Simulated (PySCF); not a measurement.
**C6H7F3O, SMILES `O=CC1(C(F)(F)F)CCC1`: what the electrons do**

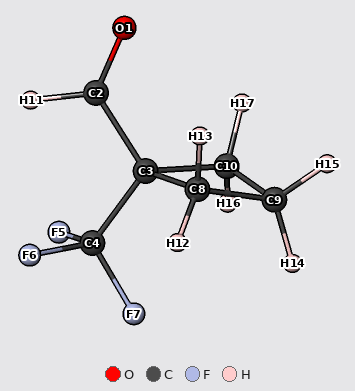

The molecule, with its atoms numbered as below. No frequency check shows the geometry to be a minimum.

Geometry (Å), atoms numbered from 1:

```
O1       2.0512    1.8006   -0.0003
C2       0.8880    1.5221    0.0006
C3       0.3755    0.1028    0.0002
C4      -1.1418    0.0781    0.0000
F5      -1.6579    0.6960   -1.0763
F6      -1.6582    0.6957    1.0760
F7      -1.6424   -1.1637   -0.0002
C8       0.9893   -0.8265    1.0798
C9       1.3550   -1.8538   -0.0000
C10      0.9896   -0.8262   -1.0797
H11      0.1028    2.3000    0.0018
H12      0.2892   -1.1530    1.8455
H13      1.8550   -0.3636    1.5481
H14      0.7008   -2.7218   -0.0000
H15      2.3901   -2.1824   -0.0003
H16      0.2898   -1.1526   -1.8457
H17      1.8554   -0.3633   -1.5476
```

### 1. Bonding charge

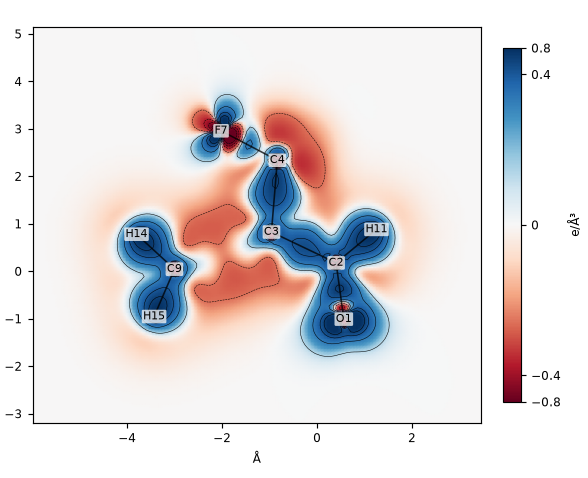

Deformation density (molecule less spherical, spin-averaged free atoms) in a plane through 9 of the atoms; colour scale in e/Å³, logarithmic beyond ±0.1; blue: gain, red: loss.

Computed with PySCF, PBE/cc-pVDZ, geometry: GFN2-xTB.

Question: How much density has each bond in this plane gained at its critical point, relative to the free atoms?

Answer: C2–H11: +0.69 e/Å³ at the bond critical point (bond length 1.10 Å, Mayer order 0.9). C9–H15: +0.65 e/Å³ at the bond critical point (bond length 1.09 Å, Mayer order 0.9). C9–H14: +0.65 e/Å³ at the bond critical point (bond length 1.09 Å, Mayer order 0.9). O1–C2: +0.52 e/Å³ at the bond critical point (bond length 1.20 Å, Mayer order 2.2). C3–C4: +0.52 e/Å³ at the bond critical point (bond length 1.52 Å, Mayer order 0.9). C2–C3: +0.48 e/Å³ at the bond critical point (bond length 1.51 Å, Mayer order 0.9). C4–F7: +0.07 e/Å³ at the bond critical point (bond length 1.34 Å, Mayer order 1.2); up to 0.6 Å beside the axis the gain reaches +0.23 e/Å³. In all, 3.5 electrons gather in the regions of gain relative to the promolecule. A small or negative value marks a very polar bond, one between electron-rich atoms, whose free-atom densities already overlap strongly, a long bond to a heavier atom, or a closed-shell contact such as a hydrogen bond.

Question: Where do the Hirshfeld charges lie?

Answer: The highest Hirshfeld charge is on C4 (+0.22 e), the lowest on O1 (−0.18 e).

### 2. Local ionisation energy

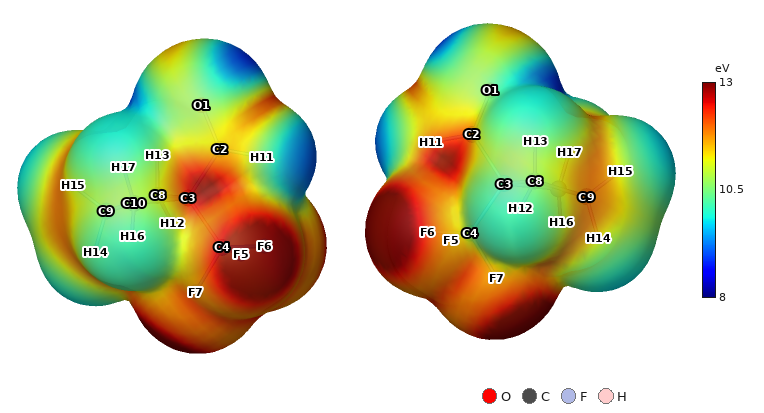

Average local ionisation energy on the surface of electron density 0.001 a.u. (back view left, front view right).

Question: Locate the minima of the map.

Answer: The lowest value is 8.7 eV, 1.8 Å from O1. Further minima include 8.8 eV, 1.7 Å from O1; 9.1 eV, 1.4 Å from H11; 9.7 eV, 1.4 Å from H15. For comparison, the highest occupied orbital lies at −6.0 eV.

### 3. Excited states

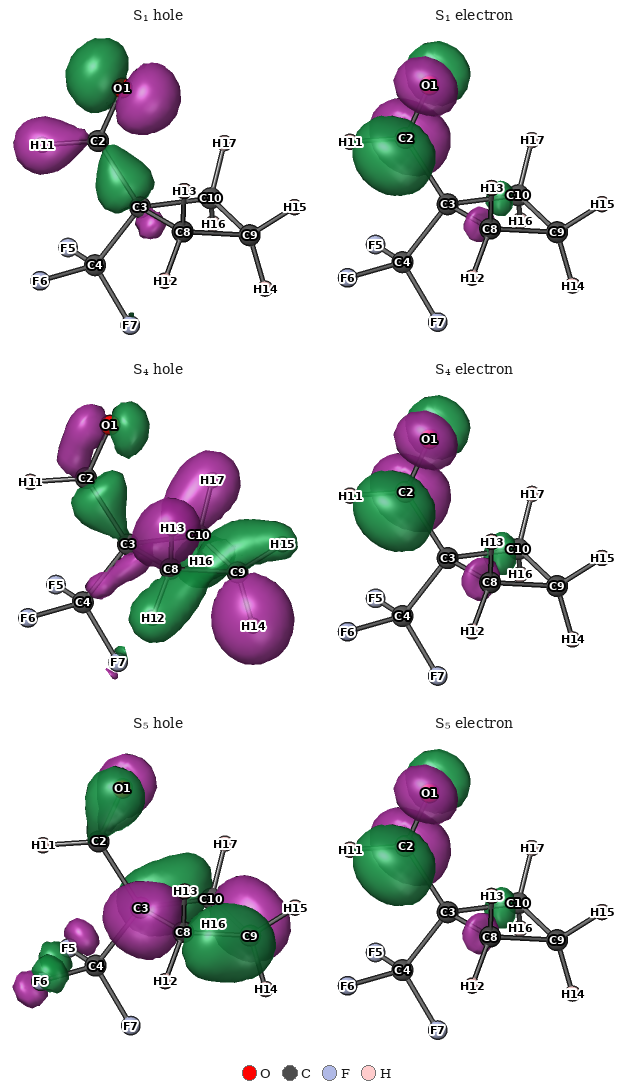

Leading natural transition orbitals (full linear response singlet states).

Level of theory: B3LYP/6-31G* (PySCF), at a geometry from GFN2-xTB. Without diffuse functions Rydberg states are missing, so the states' numbers hold for this basis only.

Question: Describe these excited states.

Answer: By state:
- S₁: 4.24 eV (292 nm), f = 0.000 (dark); the leading pair carries 100 %; hole on O1 (61 %), C2 (13 %) and H11 (10 %), electron on C2 (45 %), O1 (34 %) and C3 (6 %); their centroids lie 0.4 Å apart.
- S₄: 7.27 eV (171 nm), f = 0.001 (very weak), charge transfer, whose energy this functional puts too low; the leading pair carries 100 %; hole on C9 (18 %), H14 (13 %) and C8 and C10 (13 % each), electron on C2 (43 %), O1 (32 %) and C3 (7 %); their centroids lie 2.2 Å apart.
- S₅: 8.14 eV (152 nm), f = 0.072; the leading pair carries 90 %; hole on O1 (17 %) and C3, C8, C9 and C10 (16 % each), electron on C2 (40 %), O1 (29 %) and C3 (7 %); their centroids lie 1.3 Å apart.

### 4. Removing or adding an electron

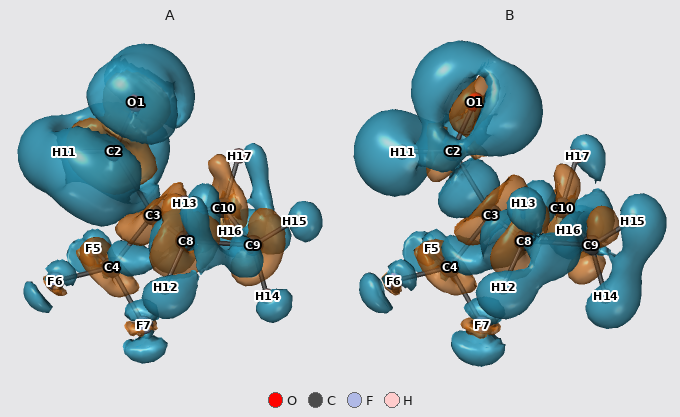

The two Fukui functions at ±0.015 e/Å³ (light blue positive, orange negative).

Computed with PySCF, TPSS/cc-pVDZ, geometry: GFN2-xTB.

Question: Which panel is f⁻ (electron removed) and which f⁺ (electron added)?

Answer: A is f⁺, B is f⁻. f⁻ (Hirshfeld-condensed) is largest on O1 (0.26); the vertical ionisation energy is 9.47 eV (the stability of the cation's solution wasn't checked). f⁺ (Hirshfeld-condensed) is largest on C2 (0.25) and O1 (0.21); the vertical electron affinity is −1.26 eV (the stability of the anion's solution wasn't checked; negative, but this basis has no diffuse functions, so it doesn't show that the anion is unbound).

Question: What chemical potential and hardness follow from the two energies?

Answer: μ = −(I + A)/2 = −4.10 eV and η = I − A = 10.73 eV.

The PySCF runs shown took 110 s, 32 min and 14 min on 1 thread of AMD EPYC (Zen 3) (shared host).
